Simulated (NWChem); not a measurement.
# [NO2]− (nitrite) at B3LYP/6-31G(d) (Cartesian functions)

Aim: the vertical singlet–triplet gap of [NO2]− (nitrite) at B3LYP/6-31G* (Cartesian functions), from 2 runs. 

The results are computed with NWChem 7.3.0.

3 further runs of the same task are left out: 2 that didn't finish, 1 set aside as unsound or not needed. Runs told in other sessions of the task aren't counted.

## Step 1: The system as given

[NO2]− has 3 atoms, charge -1, and is taken as a singlet. SMILES: `O=N[O-]`. Geometry: relaxed at PBE0-D4/def2-TZVPD.

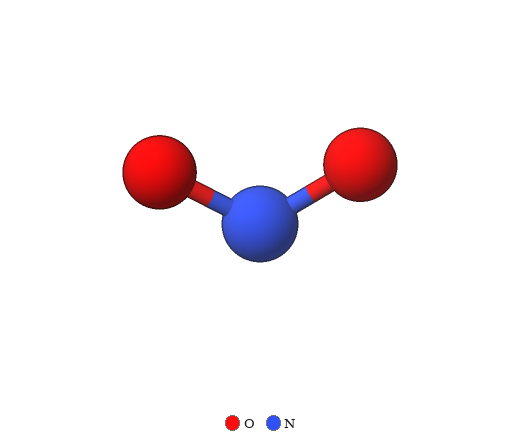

The structure, seen from a chosen angle (oxygen red, nitrogen blue).

## Step 2: Energy and gradient at B3LYP/6-31G(d) (Cartesian functions)

The input, run.py:

```python
from ase import Atoms
from ase.calculators.nwchem import NWChem

atoms = Atoms(['O', 'N', 'O'], positions=[
    [0.322840, 0.992650, 0.287620],
    [0.325750, -0.245400, 0.151990],
    [-0.648590, -0.747260, -0.439610],
])

calc = NWChem(
    label='input',
    theory='dft',
    memory='2200 mb',
    basis='6-31G*',
    charge=-1,
    dft={'xc': 'b3lyp', 'mult': '1', 'grid': 'xfine', 'convergence': 'energy 1e-08', 'iterations': '100', 'mulliken': None},
)
atoms.calc = calc

forces = atoms.get_forces()
print(f"energy = {atoms.get_potential_energy():.6f} eV")
print("forces (eV/A):")
for s, f in zip(atoms.symbols, forces):
    print(f"{s:2s} {f[0]:10.5f} {f[1]:10.5f} {f[2]:10.5f}")
print("dipole (e A):", atoms.get_dipole_moment().round(4))
```

Launch:

```bash
$ export ASE_NWCHEM_COMMAND="nwchem PREFIX.nwi > PREFIX.nwo"
$ python run.py
```

The program printed:

```text
energy = -5581.564054 eV
forces (eV/A):
O    -0.11292    1.76280    0.13329
N     1.54426   -1.16378    0.72047
O    -1.43133   -0.59902   -0.85376
dipole (e A): [ 0.0467 -0.0352  0.0218]
```

The calculator wrote input.nwi:

```
title "input"

permanent_dir input

scratch_dir input

start input

geometry units angstrom nocenter noautosym noautoz
  O  3.2284000000000002e-01 9.9265000000000003e-01 2.8761999999999999e-01
  N  3.2574999999999998e-01 -2.4540000000000001e-01 1.5198999999999999e-01
  O  -6.4859000000000000e-01 -7.4726000000000004e-01 -4.3961000000000000e-01
end

charge -1

memory 2200 mb

basis noprint
   * library 6-31G*
end

dft
  xc b3lyp
  mult 1
  grid xfine
  convergence energy 1e-08
  iterations 100
  mulliken
end

task dft gradient
```

input.nwo, shortened:

```text
[...]
      One electron energy =     -414.699853257084
[... 1 line left out ...]
    Exchange-Corr. energy =      -24.307935709802
[... 6 lines left out ...]
                       DFT Final Molecular Orbital Analysis
[... 373 lines left out ...]
          Convergence on density requested:  1.00D-05
[...]
  wavefunction    = closed shell
                         DFT ENERGY GRADIENTS
    atom               coordinates                        gradient
                 x          y          z           x          y          z
   1 O       0.610079   1.875837   0.543523    0.002196  -0.034281  -0.002592
   2 N       0.615578  -0.463739   0.287219   -0.030031   0.022632  -0.014011
   3 O      -1.225657  -1.412117  -0.830742    0.027835   0.011649   0.016603
[...]
```

Wall time 4.8 s (1 thread of Intel Xeon 6975P-C (Granite Rapids), shared host); peak memory 0.12 GiB.

## Step 3: The triplet: the energy at UB3LYP/6-31G(d) (Cartesian functions)

The input, run.py:

```python
from ase import Atoms
from ase.calculators.nwchem import NWChem

mol = Atoms(['O', 'N', 'O'], positions=[
    [0.322840, 0.992650, 0.287620],
    [0.325750, -0.245400, 0.151990],
    [-0.648590, -0.747260, -0.439610],
])

calc = NWChem(
    label='no2',
    theory='dft',
    memory='2200 mb',
    basis='6-31G*',
    charge=-1,
    dft={'xc': 'b3lyp', 'mult': '3', 'grid': 'xfine', 'convergence': 'energy 1e-08', 'iterations': '100', 'mulliken': None},
    task='energy',
)
mol.calc = calc

e = mol.get_potential_energy()
print(f"E = {e:.6f} eV")
```

Launch:

```bash
$ export ASE_NWCHEM_COMMAND="nwchem PREFIX.nwi > PREFIX.nwo"
$ python run.py
```

The program printed:

```text
E = -5579.221664 eV
```

The calculator wrote no2.nwi:

```
title "no2"

permanent_dir no2

scratch_dir no2

start no2

geometry units angstrom nocenter noautosym noautoz
  O  3.2284000000000002e-01 9.9265000000000003e-01 2.8761999999999999e-01
  N  3.2574999999999998e-01 -2.4540000000000001e-01 1.5198999999999999e-01
  O  -6.4859000000000000e-01 -7.4726000000000004e-01 -4.3961000000000000e-01
end

charge -1

memory 2200 mb

basis noprint
   * library 6-31G*
end

dft
  xc b3lyp
  mult 3
  grid xfine
  convergence energy 1e-08
  iterations 100
  mulliken
end

task dft energy
```

no2.nwo:

```text
Northwest Computational Chemistry Package (NWChem) 7.3.0
             --------------------------------------------------------

           Job information
           ---------------

    nwchem branch   = 7.3.0
    use scalapack   = T
    input           = no2.nwi
    prefix          = no2.
    data base       = no2/no2.db
    status          = startup
    nproc           =        1

           Memory information
           ------------------

    heap     =     72089594 doubles =      550.0 Mbytes
    stack    =     72089599 doubles =      550.0 Mbytes
    global   =    144179200 doubles =     1100.0 Mbytes (distinct from heap & stack)
    total    =    288358393 doubles =     2200.0 Mbytes
    verify   = yes
    hardfail = no

           Directory information
           ---------------------

  0 permanent = no2
  0 scratch   = no2

                                NWChem Input Module
                                -------------------

                                        no2
                                        ---

 Scaling coordinates for geometry "geometry" by  1.889725989
 (inverse scale =  0.529177249)

                             Geometry "geometry" -> ""
                             -------------------------

 Output coordinates in angstroms (scale by  1.889725989 to convert to a.u.)

  No.       Tag          Charge          X              Y              Z
 ---- ---------------- ---------- -------------- -------------- --------------
    1 O                    8.0000     0.32284000     0.99265000     0.28762000
    2 N                    7.0000     0.32575000    -0.24540000     0.15199000
    3 O                    8.0000    -0.64859000    -0.74726000    -0.43961000

      Atomic Mass
      -----------

      O                 15.994910
      N                 14.003070

 Effective nuclear repulsion energy (a.u.)      63.5524683041

            Nuclear Dipole moment (a.u.)
[... 50 lines left out ...]
  convergence criterion.
[... 16 lines left out ...]
          Convergence on density requested:  1.00D-05
[... 22 lines left out ...]
          Spatial weights used:  Erf1
[... 3 lines left out ...]
          Convergence aids based upon iterative change in
[... 80 lines left out ...]
         Total DFT energy =     -205.032616091275
[... 1 line left out ...]
           Coulomb energy =      170.531770177089
[... 1 line left out ...]
 Nuclear repulsion energy =       63.552468304147
[... 323 lines left out ...]
                     DFT Final Beta Molecular Orbital Analysis
[... 351 lines left out ...]
    Atom       Charge   Shell Charges
 -----------   ------   -------------------------------------------------------
    1 O    8     0.54   0.00  0.01  0.40 -0.00  0.12  0.01
    2 N    7     0.93   0.00  0.04  0.63  0.06  0.16  0.05
    3 O    8     0.54   0.00  0.01  0.40 -0.00  0.12  0.01

   alpha - beta orbital overlaps
   -----------------------------

   alpha      1      2      3      4      5      6      7      8      9     10
    beta      1      2      3      4      5      6      9      7      8     10
 overlap   1.000  1.000  1.000  1.000  1.000  0.982  0.996  0.995  0.981  1.000

   alpha     11     12     13     14     15     16     17     18     19     20
    beta     11     12     13     14     15     16     17     18     19     20
 overlap   0.994  0.995  0.995  0.999  0.998  0.997  0.999  0.997  0.998  0.998

   alpha     21     22     23     24     25     26     27     28     29     30
    beta     21     22     23     24     25     26     27     28     30     29
 overlap   0.993  0.991  1.000  0.999  0.998  0.999  1.000  1.000  0.999  0.999

   alpha     31     32     33     34     35     36     37     38     39     40
    beta     31     32     33     34     35     36     37     38     39     40
 overlap   1.000  1.000  0.999  1.000  1.000  0.999  1.000  1.000  1.000  1.000

   alpha     41     42     43     44     45
    beta     41     42     43     44     45
 overlap   1.000  1.000  1.000  1.000  1.000

     --------------------------
     Expectation value of S2:
     --------------------------
      <S2> =      2.0068 (Exact =     2.0000)

 center of mass
 --------------
 x =  -0.02665919 y =   0.02007682 z =  -0.01243877

 moments of inertia (a.u.)
 ------------------
         108.082042691316         -42.015439360549         -24.050467613182
         -42.015439360549          52.166822528843         -33.217837026388
         -24.050467613182         -33.217837026388         126.425155721434

     Multipole analysis of the density
     ---------------------------------

     L   x y z        total         alpha         beta         nuclear
     -   - - -        -----         -----         ----         -------
     0   0 0 0     -1.000000    -13.000000    -11.000000     23.000000

     1   1 0 0      0.151510      0.160481      0.606608     -0.615578
[... 8 lines of this table left out ...]
     2   0 0 2    -13.401257    -11.997509     -9.865615      8.461867

 Task  times  cpu:        5.1s     wall:        5.1s
 Total times  cpu:        5.1s     wall:        5.1s
```

Run time: 6 s. Hardware: 1 thread of Intel Xeon 6975P-C (Granite Rapids), shared host; peak memory 0.12 GiB.

## Step 4: Results

Level: B3LYP/6-31G* (Cartesian functions).

| quantity | value |
| --- | --- |
| singlet: total energy | -205.11870 Eh |
| singlet: HOMO energy | 1.78 eV |
| singlet: LUMO energy | 6.96 eV |
| singlet: HOMO–LUMO gap (to an unbound level, set by the basis) | 5.18 eV |
| singlet: largest force on an atom | 2.064 eV/Å |
| triplet: total energy | -205.03262 Eh |
| triplet: HOMO energy (highest over α and β) | 4.20 eV |
| triplet: LUMO energy (lowest over α and β) | 4.67 eV |
| triplet: ⟨S²⟩ | 2.007 |
| vertical energy of the triplet above the singlet | 2.342 eV |

At this shape the triplet lies 2.34 eV (226 kJ/mol) above the singlet. The largest force (singlet) is 2.06 eV/Å: the shape isn't a stationary point for this species at this level. Mulliken charges (singlet) run from -0.54 on O1 to +0.09 on N2. The HOMO (singlet) lies at positive energy, 1.78 eV, from the functional's self-interaction, a short basis or an electron that isn't bound; only total energies against the neutral tell. The HOMO (triplet) lies at positive energy, 4.20 eV, from the functional's self-interaction, a short basis or an electron that isn't bound; only total energies against the neutral tell.
